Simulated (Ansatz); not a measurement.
# F2HSSi (SMILES F/[SiH]=[S+]/F) (charge +1): what the fields show

```xyz
5

F     0.3565   -1.8920   -0.0468
F    -2.2820    1.3346   -0.0381
S    -0.7669    0.9556    0.3844
Si   -0.9293   -1.0066   -0.2417
H    -2.1386   -1.5998   -0.8386
```

Geometry: PBE0-D3(BJ)/def2-SVP.

Method: Ansatz 0.2.0, isolated molecule in a Gaussian basis; Kohn-Sham density functional theory, functional PBE0.

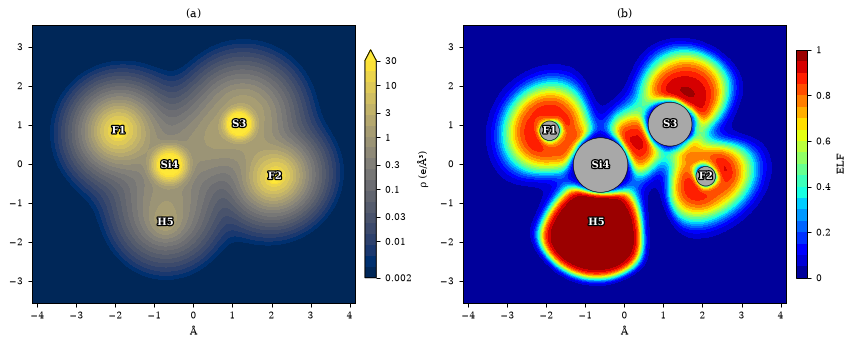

Figure 1. (a) electron density; (b) ELF on the molecular plane. Grey discs cover the atomic cores in the ELF map.

### Interpret the plot.

- Atoms in the plane: F, S, Si and H.
- Si–F (1.57 Å): ρ is about 1.3 e/Å³ halfway; the ELF peaks at about 0.80 in the valence shell of F, 0.6 Å from its nucleus, and is about 0.50 at the midpoint.
- S–F (1.62 Å): ρ is about 1.4 e/Å³ halfway; the ELF peaks at about 0.80 between the atoms: a polar covalent bond.
- Si–S (2.07 Å): ρ is about 0.98 e/Å³ halfway; the ELF peaks at about 0.90 between the atoms (a covalent bond).
- Si–H (1.47 Å): ρ is about 0.89 e/Å³ halfway; the ELF climbs to about 1 towards the hydrogen, as it does in any bond to H.
- The ELF also peaks beside F2, F1 and S3, away from the bonds: lone-pair regions.

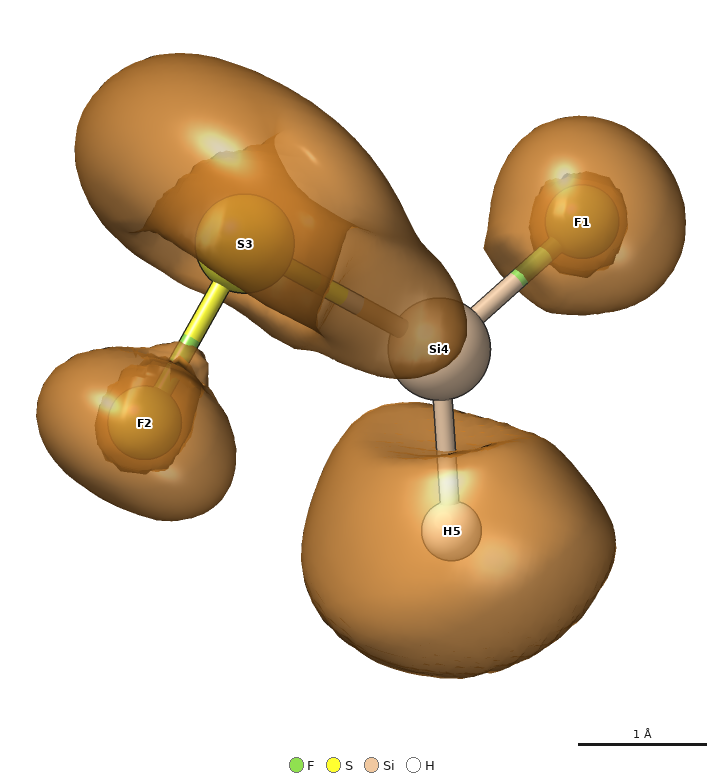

Figure 2. Isosurface of the ELF at 0.75 (orange), seen at a tilt. Only the valence region is drawn (cores and ρ < 0.01 e/Å³ removed).

### Describe the localisation domains.

At this value the surface marks out one region around a hydrogen nucleus, one region on S in which the atom's valence shell and bonds are merged and two regions wrapped around F (its lone pairs, merged into a ring or cap).

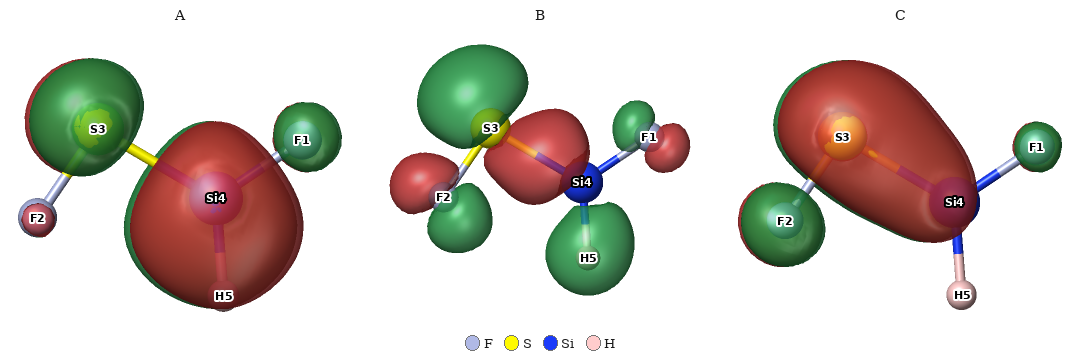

Figure 3. Three frontier orbitals at ±0.1 Å⁻³ᐟ² (green and red are the two phases), in no order.

### Order the three orbitals by energy and name them.

B is the HOMO−1 (−16.27 eV). By Hirshfeld shares it lies mainly on S3 (about 50 %), F2 (about 25 %), Si4 (about 15 %) and H5 (about 5 %); it is symmetric in the molecular plane (an in-plane orbital: σ, lone-pair or in-plane π type). C is the HOMO (−14.64 eV). It lies mainly on S3 (about 65 %), Si4 (about 15 %) and F2 (about 15 %); it changes sign across the molecular plane (π type). A is the LUMO (−8.83 eV). Its weight (Hirshfeld) is mainly on Si4 (about 65 %), S3 (about 20 %) and F1 (about 5 %); it changes sign across the molecular plane (π type); π-antibonding (a node) across S3–Si4.

### What is the HOMO–LUMO gap?

5.81 eV between the orbital energies.
